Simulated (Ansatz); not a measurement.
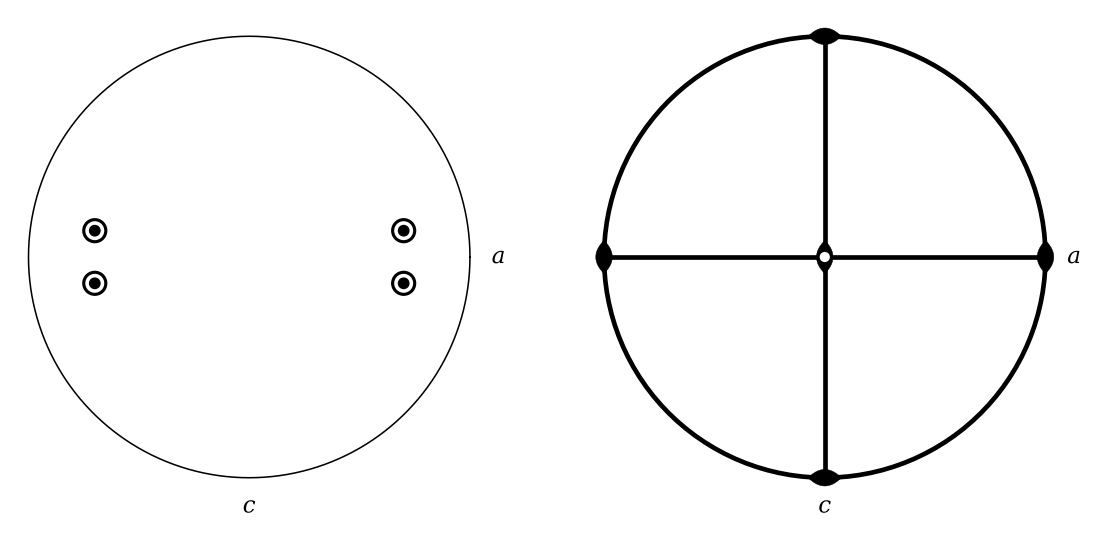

Stereographic projection: filled dots lie in the upper hemisphere, open rings in the lower; heavy lines are mirror planes (a heavy rim: a mirror in the plane of the page); lens, triangle, square and hexagon are 2-, 3-, 4- and 6-fold axes, a lens in an open square is −4, a triangle in an open hexagon −6; thin dashed diameters join the ends of axes that lie in the page; a small open circle marks inversion. The b axis points at the viewer. Left: one general form; right: the symmetry elements. Computed from the symmetry operations of a computed or model structure of composition CsCu2Ag3, which need not be its known form.

Question: Which point group is this?

Answer: mmm (D2h), order 8, orthorhombic system: three twofold axes, three mirror planes, an inversion centre.

Question: Which physical properties does it allow?

Answer: It is centrosymmetric, so neither piezoelectric nor pyroelectric; it is not chiral.
